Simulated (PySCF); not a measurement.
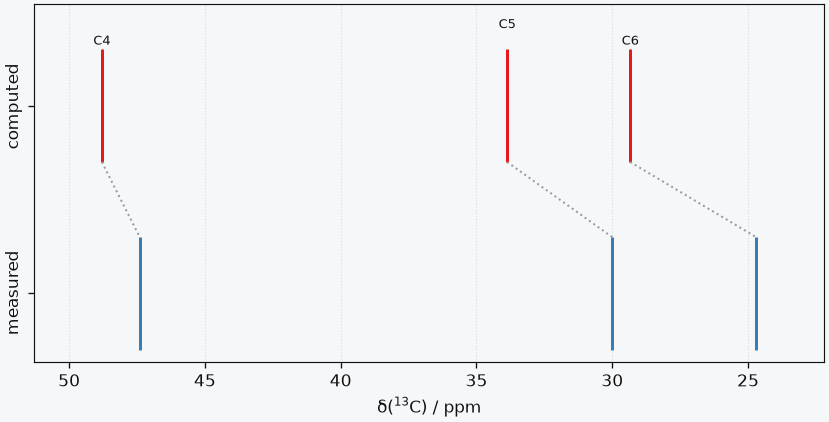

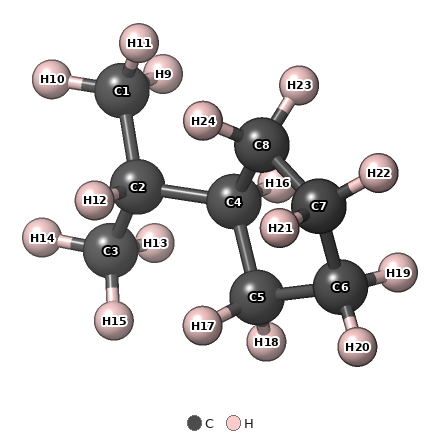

¹³C shifts of C₈H₁₆, SMILES CC(C)C1CCCC1 against TMS: GIAO B97-2/pcSseg-1 (PySCF) for one gas-phase conformer (PBE0-D3(BJ)/def2-SVP, like atoms averaged; labels name one atom of each set) above, published measurements (solution) below; dotted lines join the same nuclei. Only nuclei with a measured value are shown, one named for each set of like atoms.

Is the order of the signals reproduced?

Answer. Yes, no dotted lines cross.

How well does the calculation match?

Answer. Mean error 3.3 ppm, mean absolute error 3.3 ppm; the largest is 4.6 ppm, for C6.
